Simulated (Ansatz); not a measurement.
Molecular dynamics of GeH2Cl2OF (part 3 of 3)

The same run, continued: GeH2Cl2OF, multiplicity 2; UKS PBE0/def2-SVP (Ansatz 0.2.0). It belongs to a series of runs on one base structure; here: dynamics from the highest image of the converged band.

Geometry of the input (Å):
```
Ge -0.0692  -0.1289  -0.2806
H  -0.6500  -0.0637  3.4344
O  1.5812  0.1223  -0.8673
H  2.1662  -0.6244  -0.6909
F  -0.8999  1.2425  -0.9494
Cl -0.9281  -1.9231  -1.1788
Cl 0.6175  -0.0175  3.2084
```

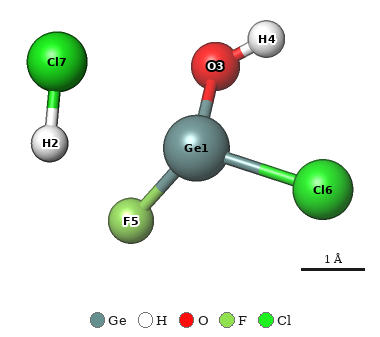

*The geometry at step 108 of the log (ball-and-stick view, seen at a tilt; atoms are numbered from 1 in the order of the input).*

## Trajectory as extended XYZ, continued
```
7
Properties=species:S:1:pos:R:3:forces:R:3 step=15 time_fs=7.5 energy=-86323.00911 temperature=249.1
Ge   -0.0677   -0.1318   -0.2897   -0.0959   0.5037  -0.0791
H    -0.6966   -0.0139    3.3320    0.7019   0.0035  -0.0539
O     1.5873    0.0965   -0.8995    0.0395  -0.6189   0.3029
H     2.0833   -0.7140   -0.6671   -0.0647   0.5139  -0.2457
F    -0.9091    1.2850   -0.8899    0.1856  -0.4096   0.0837
Cl   -0.9151   -1.9346   -1.1761   -0.0604   0.0088  -0.0550
Cl    0.6074   -0.0100    3.2092   -0.7059  -0.0014   0.0471
7
Properties=species:S:1:pos:R:3:forces:R:3 step=23 time_fs=11.5 energy=-86323.00511 temperature=242.7
Ge   -0.0672   -0.1320   -0.2948   -0.0765   0.5759  -0.0538
H    -0.6797    0.0121    3.2778   -0.1390   0.0045   0.0258
O     1.5888    0.0788   -0.9141   -0.6253   0.3615   0.0575
H     2.0614   -0.7201   -0.6851    0.5425  -0.4451   0.0082
F    -0.9123    1.3036   -0.8574    0.2522  -0.5252   0.0649
Cl   -0.9085   -1.9407   -1.1749   -0.0870   0.0304  -0.0705
Cl    0.6008   -0.0059    3.2096    0.1330  -0.0020  -0.0321
7
Properties=species:S:1:pos:R:3:forces:R:3 step=31 time_fs=15.5 energy=-86322.99864 temperature=232.8
Ge   -0.0668   -0.1311   -0.2999    0.0065   0.4278   0.0631
H    -0.6783    0.0393    3.2259   -0.4391   0.0177   0.0291
O     1.5861    0.0620   -0.9274    0.1432  -0.6058   0.2821
H     2.0937   -0.7511   -0.7130   -0.2871   0.6518  -0.2502
F    -0.9134    1.3180   -0.8243    0.2654  -0.5274  -0.0068
Cl   -0.9023   -1.9467   -1.1740   -0.1208   0.0506  -0.0846
Cl    0.5946   -0.0019    3.2098    0.4319  -0.0147  -0.0326
7
Properties=species:S:1:pos:R:3:forces:R:3 step=38 time_fs=19.0 energy=-86322.98639 temperature=214.1
Ge   -0.0664   -0.1295   -0.3044    0.1265   0.2080   0.1813
H    -0.7192    0.0645    3.1848    0.7505  -0.0317   0.0425
O     1.5835    0.0445   -0.9373   -0.6611   0.8290  -0.1019
H     2.1081   -0.7293   -0.7608    0.4418  -0.6650   0.1105
F    -0.9126    1.3271   -0.7954    0.2455  -0.4556  -0.0944
Cl   -0.8973   -1.9518   -1.1735   -0.1434   0.0799  -0.0914
Cl    0.5904    0.0016    3.2099   -0.7597   0.0355  -0.0467
7
Properties=species:S:1:pos:R:3:forces:R:3 step=46 time_fs=23.0 energy=-86322.97772 temperature=200.4
Ge   -0.0658   -0.1274   -0.3090    0.2252  -0.1409   0.3510
H    -0.6888    0.0901    3.1435   -0.3323   0.0268   0.0139
O     1.5768    0.0291   -0.9490    0.3868  -0.2184   0.0273
H     2.1535   -0.7516   -0.8100   -0.6019   0.5422  -0.0754
F    -0.9099    1.3341   -0.7632    0.1716  -0.2957  -0.2082
Cl   -0.8921   -1.9572   -1.1734   -0.1726   0.1081  -0.0960
Cl    0.5833    0.0058    3.2099    0.3233  -0.0220  -0.0126
7
Properties=species:S:1:pos:R:3:forces:R:3 step=54 time_fs=27.0 energy=-86322.95992 temperature=172.9
Ge   -0.0646   -0.1255   -0.3129    0.3117  -0.4375   0.4749
H    -0.6923    0.1193    3.1043   -0.2672   0.0283   0.0134
O     1.5714    0.0145   -0.9608   -0.4519   1.0884  -0.2093
H     2.1438   -0.7388   -0.8624    0.2554  -0.6846   0.1329
F    -0.9057    1.3387   -0.7326    0.0827  -0.1165  -0.3076
Cl   -0.8877   -1.9622   -1.1736   -0.1879   0.1444  -0.0941
Cl    0.5771    0.0098    3.2097    0.2572  -0.0224  -0.0101
7
Properties=species:S:1:pos:R:3:forces:R:3 step=62 time_fs=31.0 energy=-86322.94092 temperature=143.6
Ge   -0.0628   -0.1245   -0.3159    0.2927  -0.6689   0.5998
H    -0.7239    0.1511    3.0691    0.7205  -0.0704   0.1163
O     1.5642    0.0072   -0.9743    0.5009   0.0458  -0.1406
H     2.1359   -0.7815   -0.9017   -0.5653   0.4055   0.0102
F    -0.9010    1.3424   -0.7045   -0.0142   0.0476  -0.3792
Cl   -0.8841   -1.9666   -1.1743   -0.2032   0.1628  -0.0948
Cl    0.5717    0.0138    3.2095   -0.7314   0.0777  -0.1116
7
Properties=species:S:1:pos:R:3:forces:R:3 step=69 time_fs=34.5 energy=-86322.94795 temperature=154.2
Ge   -0.0608   -0.1248   -0.3174    0.2398  -0.7231   0.6393
H    -0.6867    0.1730    3.0499   -0.5077   0.0696  -0.0230
O     1.5601    0.0033   -0.9874    0.0649   0.6346  -0.1782
H     2.0840   -0.8009   -0.9317   -0.0265  -0.2211   0.0260
F    -0.8968    1.3459   -0.6824   -0.0648   0.1185  -0.4039
Cl   -0.8817   -1.9698   -1.1752   -0.2022   0.1828  -0.0900
Cl    0.5651    0.0174    3.2090    0.4966  -0.0612   0.0299
7
Properties=species:S:1:pos:R:3:forces:R:3 step=77 time_fs=38.5 energy=-86322.95189 temperature=160.1
Ge   -0.0579   -0.1265   -0.3179    0.1360  -0.6321   0.6512
H    -0.6986    0.2061    3.0266   -0.0814   0.0198   0.0332
O     1.5563    0.0040   -1.0038    0.2474   0.1699  -0.1154
H     2.0160   -0.8484   -0.9638   -0.0830   0.1461  -0.0595
F    -0.8926    1.3507   -0.6602   -0.0906   0.1157  -0.3936
Cl   -0.8798   -1.9727   -1.1766   -0.1971   0.1904  -0.0890
Cl    0.5590    0.0215    3.2085    0.0686  -0.0098  -0.0269
7
Properties=species:S:1:pos:R:3:forces:R:3 step=85 time_fs=42.5 energy=-86322.93858 temperature=139.8
Ge   -0.0548   -0.1296   -0.3170    0.0564  -0.4148   0.6117
H    -0.7214    0.2414    3.0091    0.6390  -0.0986   0.1476
O     1.5544    0.0069   -1.0214    0.1446  -0.0424  -0.0454
H     1.9435   -0.8825   -1.0040    0.0747   0.2261  -0.1283
F    -0.8891    1.3564   -0.6412   -0.0734   0.0262  -0.3530
Cl   -0.8787   -1.9749   -1.1784   -0.1873   0.1931  -0.0884
Cl    0.5532    0.0254    3.2079   -0.6541   0.1105  -0.1442
7
Properties=species:S:1:pos:R:3:forces:R:3 step=92 time_fs=46.0 energy=-86322.93137 temperature=128.7
Ge   -0.0520   -0.1330   -0.3151    0.0352  -0.1925   0.5364
H    -0.6831    0.2638    3.0088   -0.6443   0.1338  -0.0531
O     1.5539    0.0095   -1.0372   -0.2481   0.4453   0.0325
H     1.8884   -0.8891   -1.0554    0.4329  -0.3671  -0.1820
F    -0.8865    1.3616   -0.6270   -0.0288  -0.0983  -0.3054
Cl   -0.8784   -1.9760   -1.1803   -0.1752   0.1994  -0.0840
Cl    0.5464    0.0292    3.2069    0.6282  -0.1206   0.0557
7
Properties=species:S:1:pos:R:3:forces:R:3 step=100 time_fs=50.0 energy=-86322.93936 temperature=141.0
Ge   -0.0486   -0.1373   -0.3119    0.1009  -0.0445   0.4332
H    -0.7048    0.3039    3.0050    0.1043  -0.0097   0.0678
O     1.5519    0.0142   -1.0550    0.0673  -0.6778  -0.0112
H     1.8722   -0.9111   -1.1372   -0.0012   0.7438  -0.0858
F    -0.8837    1.3667   -0.6130    0.0257  -0.2344  -0.2560
Cl   -0.8788   -1.9765   -1.1828   -0.1749   0.1976  -0.0793
Cl    0.5405    0.0332    3.2059   -0.1221   0.0250  -0.0689
7
Properties=species:S:1:pos:R:3:forces:R:3 step=108 time_fs=54.0 energy=-86322.94918 temperature=156.4
Ge   -0.0451   -0.1417   -0.3078    0.2364   0.0059   0.2828
H    -0.7190    0.3436    3.0102    0.5337  -0.1158   0.1332
O     1.5495    0.0154   -1.0726   -0.4941   0.6991   0.2001
H     1.8723   -0.8677   -1.2376    0.3657  -0.5847  -0.2009
F    -0.8808    1.3699   -0.6010    0.0848  -0.3501  -0.2142
Cl   -0.8799   -1.9762   -1.1857   -0.1737   0.2127  -0.0621
Cl    0.5342    0.0372    3.2046   -0.5528   0.1328  -0.1389
7
Properties=species:S:1:pos:R:3:forces:R:3 step=115 time_fs=57.5 energy=-86322.95086 temperature=159.1
Ge   -0.0415   -0.1456   -0.3038    0.3503  -0.0461   0.1423
H    -0.6819    0.3685    3.0289   -0.7257   0.2119  -0.0566
O     1.5446    0.0194   -1.0870    0.0897  -0.5408  -0.1444
H     1.9021   -0.8611   -1.3419   -0.3461   0.7568   0.2355
F    -0.8776    1.3705   -0.5921    0.1084  -0.4053  -0.1843
Cl   -0.8816   -1.9751   -1.1884   -0.1844   0.2176  -0.0434
Cl    0.5273    0.0411    3.2031    0.7078  -0.1940   0.0508
7
Properties=species:S:1:pos:R:3:forces:R:3 step=123 time_fs=61.5 energy=-86322.95934 temperature=172.0
Ge   -0.0368   -0.1501   -0.2988    0.4722  -0.0990  -0.0158
H    -0.7102    0.4185    3.0471    0.2798  -0.0683   0.0789
O     1.5385    0.0219   -1.1039   -0.5131   0.9438   0.3666
H     1.9052   -0.7906   -1.4400    0.1352  -0.6716  -0.1692
F    -0.8732    1.3680   -0.5832    0.1111  -0.4254  -0.1527
Cl   -0.8842   -1.9730   -1.1917   -0.1872   0.2329  -0.0172
Cl    0.5213    0.0450    3.2014   -0.2980   0.0877  -0.0906
7
Properties=species:S:1:pos:R:3:forces:R:3 step=131 time_fs=65.5 energy=-86322.95627 temperature=167.3
Ge   -0.0311   -0.1548   -0.2939    0.4863  -0.1711  -0.1044
H    -0.7126    0.4624    3.0746    0.4117  -0.1218   0.0795
O     1.5292    0.0300   -1.1187    0.1237  -0.1304  -0.1803
H     1.9048   -0.7678   -1.5430   -0.4675   0.4357   0.4198
F    -0.8679    1.3621   -0.5756    0.0662  -0.3859  -0.1228
Cl   -0.8876   -1.9699   -1.1950   -0.1919   0.2316   0.0021
Cl    0.5145    0.0491    3.1994   -0.4284   0.1420  -0.0939
7
Properties=species:S:1:pos:R:3:forces:R:3 step=138 time_fs=69.0 energy=-86322.96207 temperature=176.2
Ge   -0.0252   -0.1592   -0.2898    0.4443  -0.1885  -0.1324
H    -0.6752    0.4902    3.1080   -0.7458   0.2918  -0.0246
O     1.5210    0.0382   -1.1319   -0.1757   0.5900   0.2289
H     1.8636   -0.7278   -1.5984   -0.0843  -0.3299  -0.0022
F    -0.8629    1.3544   -0.5697    0.0100  -0.3265  -0.0960
Cl   -0.8913   -1.9664   -1.1979   -0.1803   0.2346   0.0162
Cl    0.5073    0.0531    3.1973    0.7319  -0.2715   0.0101
7
Properties=species:S:1:pos:R:3:forces:R:3 step=146 time_fs=73.0 energy=-86322.98261 temperature=207.8
Ge   -0.0177   -0.1646   -0.2853    0.3178  -0.1960  -0.0593
H    -0.7024    0.5503    3.1454    0.4260  -0.1591   0.0403
O     1.5103    0.0522   -1.1453    0.1012   0.0981  -0.0841
H     1.7995   -0.7183   -1.6575   -0.1553   0.0749   0.2116
F    -0.8570    1.3432   -0.5637   -0.0879  -0.2197  -0.0664
Cl   -0.8963   -1.9614   -1.2012   -0.1640   0.2220   0.0166
Cl    0.5011    0.0569    3.1949   -0.4377   0.1798  -0.0587
7
Properties=species:S:1:pos:R:3:forces:R:3 step=154 time_fs=77.0 energy=-86322.99355 temperature=224.6
Ge   -0.0095   -0.1705   -0.2809    0.1723  -0.1664   0.0597
H    -0.6878    0.5946    3.1871    0.2683  -0.1067   0.0154
O     1.5002    0.0678   -1.1591    0.1420  -0.0034  -0.1234
H     1.7195   -0.7099   -1.6922    0.0268   0.0489   0.1060
F    -0.8519    1.3301   -0.5583   -0.1927  -0.1060  -0.0351
Cl   -0.9019   -1.9554   -1.2044   -0.1399   0.2063   0.0112
Cl    0.4936    0.0613    3.1923   -0.2768   0.1273  -0.0339
7
Properties=species:S:1:pos:R:3:forces:R:3 step=162 time_fs=81.0 energy=-86322.98261 temperature=207.9
Ge   -0.0009   -0.1766   -0.2764    0.0618  -0.1111   0.1688
H    -0.6470    0.6305    3.2323   -0.6489   0.3363   0.0299
O     1.4914    0.0838   -1.1737    0.1151  -0.0015  -0.0572
H     1.6431   -0.6998   -1.7152    0.2324  -0.0894  -0.1000
F    -0.8484    1.3162   -0.5532   -0.2888  -0.0053  -0.0005
Cl   -0.9082   -1.9485   -1.2076   -0.1155   0.1872   0.0049
Cl    0.4853    0.0660    3.1895    0.6438  -0.3162  -0.0459
7
Properties=species:S:1:pos:R:3:forces:R:3 step=169 time_fs=84.5 energy=-86322.97476 temperature=195.9
Ge    0.0068   -0.1822   -0.2722    0.0307  -0.0834   0.2012
H    -0.6661    0.6904    3.2742    0.5174  -0.2685  -0.0419
O     1.4846    0.0977   -1.1871    0.2358  -0.7090  -0.5142
H     1.6047   -0.6995   -1.7449    0.1959   0.5498   0.2977
F    -0.8472    1.3040   -0.5487   -0.3532   0.0618   0.0315
Cl   -0.9141   -1.9418   -1.2104   -0.1058   0.1613   0.0021
Cl    0.4797    0.0694    3.1869   -0.5208   0.2880   0.0236
7
Properties=species:S:1:pos:R:3:forces:R:3 step=177 time_fs=88.5 energy=-86322.98236 temperature=207.6
Ge    0.0156   -0.1888   -0.2671    0.0761  -0.0494   0.0940
H    -0.6327    0.7299    3.3168    0.1088  -0.0539  -0.0236
O     1.4785    0.1094   -1.2054    0.0144   0.3250   0.3053
H     1.5942   -0.6571   -1.7622    0.3741  -0.5208  -0.4774
F    -0.8485    1.2905   -0.5433   -0.3704   0.0822   0.0748
Cl   -0.9213   -1.9335   -1.2135   -0.0932   0.1446   0.0198
Cl    0.4716    0.0742    3.1841   -0.1099   0.0724   0.0070
7
Properties=species:S:1:pos:R:3:forces:R:3 step=185 time_fs=92.5 energy=-86322.98676 temperature=214.6
Ge    0.0245   -0.1955   -0.2617    0.1662  -0.0507  -0.1373
H    -0.5888    0.7663    3.3578   -0.5211   0.3495   0.0685
O     1.4732    0.1214   -1.2229    0.2576  -0.7570  -0.5098
H     1.6306   -0.6469   -1.8156    0.0168   0.6204   0.4933
F    -0.8527    1.2776   -0.5373   -0.3429   0.0570   0.1215
Cl   -0.9289   -1.9246   -1.2165   -0.0988   0.1131   0.0449
Cl    0.4632    0.0791    3.1812    0.5221  -0.3323  -0.0810
7
Properties=species:S:1:pos:R:3:forces:R:3 step=192 time_fs=96.0 energy=-86322.99122 temperature=221.5
Ge    0.0327   -0.2014   -0.2573    0.2681  -0.0036  -0.3818
H    -0.5965    0.8286    3.3985    0.5451  -0.3778  -0.1390
O     1.4700    0.1280   -1.2406   -0.1127   0.5365   0.5651
H     1.6732   -0.5936   -1.8273    0.2121  -0.6330  -0.4047
F    -0.8587    1.2666   -0.5313   -0.2717  -0.0090   0.1632
Cl   -0.9359   -1.9164   -1.2190   -0.0973   0.0935   0.0740
Cl    0.4572    0.0827    3.1785   -0.5436   0.3933   0.1231
7
Properties=species:S:1:pos:R:3:forces:R:3 step=200 time_fs=100.0 energy=-86322.99561 temperature=228.0
Ge    0.0425   -0.2082   -0.2529    0.3149   0.0511  -0.6246
H    -0.5480    0.8598    3.4289   -0.0448   0.0413  -0.0209
O     1.4661    0.1378   -1.2579    0.2448  -0.4248  -0.2525
H     1.7394   -0.5818   -1.8638   -0.2850   0.4022   0.5820
F    -0.8676    1.2541   -0.5231   -0.1745  -0.0988   0.2075
Cl   -0.9443   -1.9066   -1.2216   -0.1028   0.0562   0.0994
Cl    0.4487    0.0879    3.1758    0.0474  -0.0271   0.0091
```

## Key numbers

```tsv
quantity	value
outcome	finished
mean temperature over the second half	192 K
trajectory	200 steps, 100 fs
ensemble	nve
temperature in the input	300.0 K
time step	0.5 fs
potential energy (last step)	−86322.9956 eV
mean-field energy (last step)	−86322.9956 eV
⟨S²⟩ (last step)	0.753
largest force (length of the vector) (last step)	0.763 eV/Å
wall time	6.5 min (CPU time 24 min)
peak memory	0.4 GiB
```

## Remarks

So short a trajectory is not equilibrated.
